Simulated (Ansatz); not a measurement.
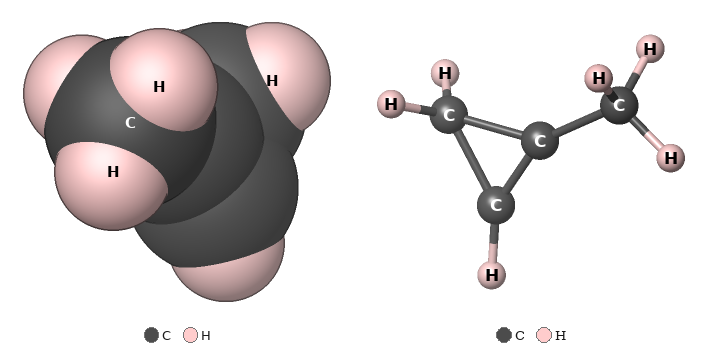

Both panels show the same species.

The computed structure is the end point of a PBE0-D4/def2-TZVP optimisation.

Describe the molecule.

It has 10 atoms: 4 carbon and 6 hydrogen (C4H6). As SMILES it reads `CC1=CC1`. Independent rings (smallest set): 1 of 3 members. Among its groups: alkene. The point group is Cs. Coordination, clear cases only: 1 C tetrahedral.

The parts below concern this one geometry. Atoms keep their numbers from picture to picture.

Shape

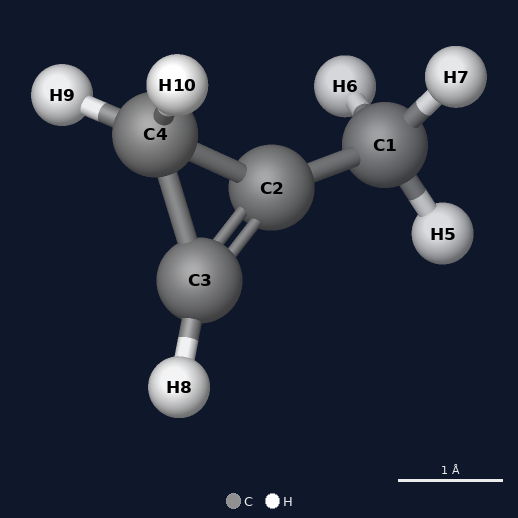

Numbered structure.

Give these bond angles: C2–C1–H5, C2–C1–H6, C1–C2–C3, C1–C2–C4, C3–C2–C4, C2–C3–C4, C2–C3–H8, C4–C3–H8, C2–C4–C3, C2–C4–H9, C3–C4–H9.

| angle | degrees |
| --- | --- |
| C2–C1–H5 | 111.7 |
| C2–C1–H6 | 110.4 |
| C1–C2–C3 | 152.0 |
| C1–C2–C4 | 143.5 |
| C3–C2–C4 | 64.5 |
| C2–C3–C4 | 64.5 |
| C2–C3–H8 | 150.2 |
| C4–C3–H8 | 145.3 |
| C2–C4–C3 | 50.9 |
| C2–C4–H9 | 119.7 |
| C3–C4–H9 | 119.8 |

Charges

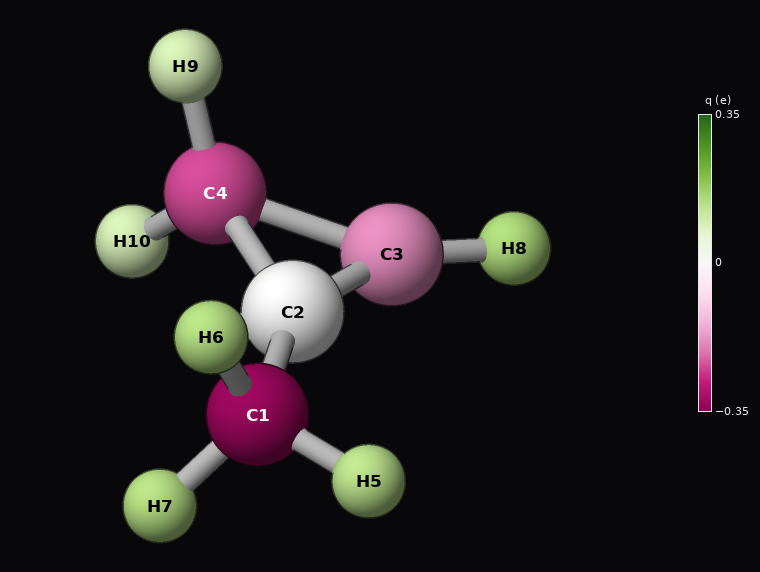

Atoms are coloured by their Mulliken charges. Properties computed with RKS PBE0-D4/def2-TZVP (Ansatz 0.2.0).

List the Mulliken charges.

```
atom  value (e)
  C1      −0.33
  C2       0.00
  C3      −0.19
  C4      −0.24
  H5       0.13
  H6       0.14
  H7       0.14
  H8       0.15
  H9       0.10
 H10       0.10
```

Vibrations

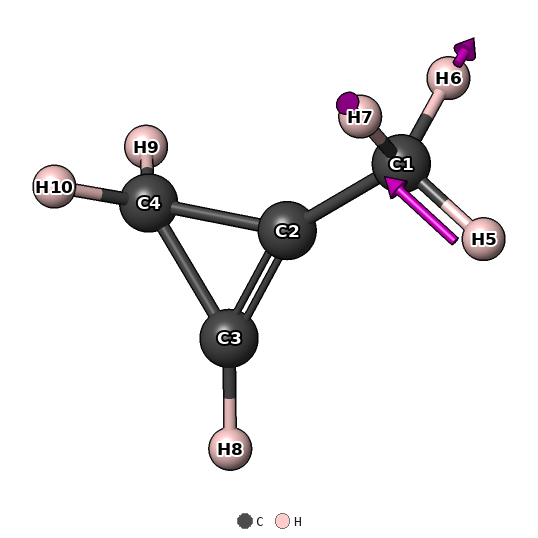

The arrows show one normal mode. Harmonic vibrations computed with RKS PBE0-D4/def2-TZVP (Ansatz 0.2.0) at a stationary point of the same level.

What kind of motion is it?

Mostly C–H stretching.

Estimate its harmonic wavenumber.

3133 cm⁻¹; it is mode 23 of 24 counted from the lowest.

Electronic properties

Method: RKS r2SCAN-D4/def2-TZVPP (Ansatz 0.2.0).

What is the vertical ionisation energy?

8.95 eV.

Give the dispersion correction at this level.

−3.7 kJ/mol.

What is the dipole moment?

0.97 D.

What is the LUMO energy (Kohn–Sham orbital)?

−0.25 eV.

Mulliken values depend strongly on the basis set and can even reverse the polarity of a bond.
